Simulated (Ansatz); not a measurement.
# SiH4O4 (SMILES O[Si](O)(O)O) at RPA@PBE/def2-SVP

What is the vertical singlet–triplet gap of SiH4O4 at RPA@PBE/def2-SVP? 

The results are computed with Ansatz 0.2.0.

59 further runs of the same task are left out: 1 that didn't finish, 58 set aside as unsound or not needed.

## 1. The structure to begin with

SiH4O4: 9 atoms, total charge 0, spin state singlet. SMILES: `O[Si](O)(O)O`. The shape is that of a PBE0-D4/def2-TZVP optimisation. This is one conformer, not always the lowest.

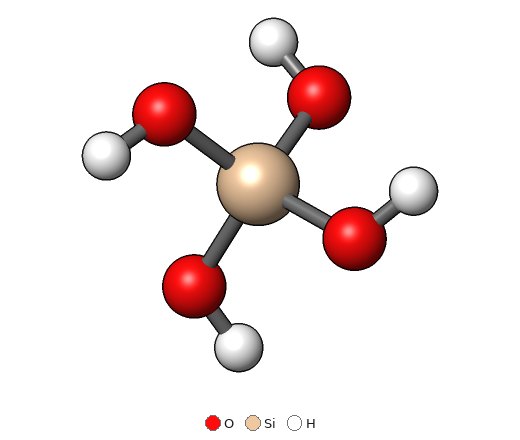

Viewed from a chosen angle; oxygen red, silicon light orange, hydrogen white.

## 2. The energy at RPA@PBE/def2-SVP

Contents of input.yaml:

```yaml
basis:
  gaussian: {orbitals: def2-SVP}
crystal:
  periodic: [false, false, false]
  atoms:
    - {symbol: O, position_ang: [-0.969050, 0.776350, -1.057560]}
    - {symbol: Si, position_ang: [0.000010, 0.000030, -0.000040]}
    - {symbol: O, position_ang: [1.527610, 0.433680, -0.372150]}
    - {symbol: O, position_ang: [-0.043140, -1.629280, -0.059900]}
    - {symbol: O, position_ang: [-0.515400, 0.419370, 1.489460]}
    - {symbol: H, position_ang: [-0.639460, 0.869750, -1.952330]}
    - {symbol: H, position_ang: [2.226280, -0.135170, -0.046190]}
    - {symbol: H, position_ang: [-0.768040, -2.056130, 0.398680]}
    - {symbol: H, position_ang: [-0.818790, 1.321420, 1.600040]}
hamiltonian: {xc: pbe}
correlation: {method: rpa, frozen_orbitals: {H: 0, O: 1, Si: 5}}
accuracy: high
```

Command:

```console
$ ansatz run input.yaml --threads 1 --pin off --max-ram 3480MiB --events-out events.jsonl --progress --plain --runs-dir runs
```

The log of the run:

```text
Warning: RAYON_NUM_THREADS=1 ignored (pool sized by the plan → 1); use --threads N
Functional definition: PBE
  name "PBE"
  parameter kappa = 0.804
  parameter beta = 0.06672455060314922
  exchange = pbe_x(kappa = kappa, mu = beta*pi^2/3)
  correlation = pbe_c(beta = beta)
2020 factors; integrals over basis functions are off by at most 3.8e-9 eV
mean field evaluation 1: about -16097.4302 eV, gradient 1.0e2 eV
mean field evaluation 2: about -16097.4209 eV, gradient 1.0e2 eV
mean field evaluation 4: about -16114.1472 eV, gradient 5.9e0 eV
mean field evaluation 8: about -16114.2175 eV, gradient 2.5e-1 eV
mean field evaluation 16: about -16114.2176 eV, gradient 3.0e-6 eV
mean field -16114.21757492 eV, -592.1865732695 hartree, gradient 1.9e-8 eV, S^2 0.000000; 0 other end points of the search recorded, 0 dependent functions left out
9 core orbitals not correlated: weight in the atoms' cores, before any rotation towards them, 1.000 or more for the frozen orbitals, at most 0.000 for the correlated occupied ones
reference -16069.56600827 eV, -590.5456584610 hartree; 16, 16 occupied and 69, 69 virtual orbitals, 2020 factors
Total energy: -16103.22671979 eV, -591.7826667931 hartree
```

Run time: 7.8 s. Hardware: 1 thread of Intel Xeon 6975P-C (Granite Rapids), shared host; peak memory 0.35 GiB.

## 3. The triplet at the same level

Contents of molecule.yaml:

```yaml
crystal:
  periodic: [false, false, false]
  atoms:
    - {symbol: O, position_ang: [-0.969050, 0.776350, -1.057560]}
    - {symbol: Si, position_ang: [0.000010, 0.000030, -0.000040]}
    - {symbol: O, position_ang: [1.527610, 0.433680, -0.372150]}
    - {symbol: O, position_ang: [-0.043140, -1.629280, -0.059900]}
    - {symbol: O, position_ang: [-0.515400, 0.419370, 1.489460]}
    - {symbol: H, position_ang: [-0.639460, 0.869750, -1.952330]}
    - {symbol: H, position_ang: [2.226280, -0.135170, -0.046190]}
    - {symbol: H, position_ang: [-0.768040, -2.056130, 0.398680]}
    - {symbol: H, position_ang: [-0.818790, 1.321420, 1.600040]}
basis:
  gaussian: {orbitals: def2-SVP}
magnetization: {spin_polarized: true, initial_magnetization: 2}
hamiltonian: {xc: {name: PBE}}
correlation: {method: rpa, frozen_orbitals: {H: 0, O: 1, Si: 5}}
accuracy: high
```

Command:

```console
$ ansatz run molecule.yaml --threads 1 --pin off --max-ram 3480MiB --events-out events.jsonl --progress --plain --runs-dir runs
```

The log of the run (excerpt; [...] marks lines left out):

```text
Warning: RAYON_NUM_THREADS=1 ignored (pool sized by the plan → 1); use --threads N
[... 2 set-up lines as earlier in the session ...]
[...]
2020 factors; integrals over basis functions are off by at most 3.8e-9 eV
[...]
mean field -16107.10950975 eV, -591.9253566925 hartree, gradient 2.4e-8 eV, S^2 2.001609; 17 other end points of the search recorded, 0 dependent functions left out
9 core orbitals not correlated: weight in the atoms' cores, before any rotation towards them, 1.000 or more for the frozen orbitals, at most 0.000 for the correlated occupied ones
reference -16058.38614092 eV, -590.1348059136 hartree; 17, 15 occupied and 68, 70 virtual orbitals, 2020 factors
Total energy: -16095.63117834 eV, -591.5035357932 hartree
```

It took 60 s on 1 thread of Intel Xeon 6975P-C (Granite Rapids), shared host; peak memory 0.53 GiB.

## 4. What came out

At RPA@PBE/def2-SVP, 9 core orbitals frozen:

```
                                        quantity          value
                           singlet: total energy  -591.78267 Eh
       singlet: RPA correlation energy (valence)    -1237.0 mEh
                           triplet: total energy  -591.50354 Eh
       triplet: RPA correlation energy (valence)    -1368.7 mEh
      triplet: ⟨S²⟩ of the reference determinant          2.002
vertical energy of the triplet above the singlet       7.596 eV
```

At this shape the triplet lies 7.60 eV (733 kJ/mol) above the singlet.
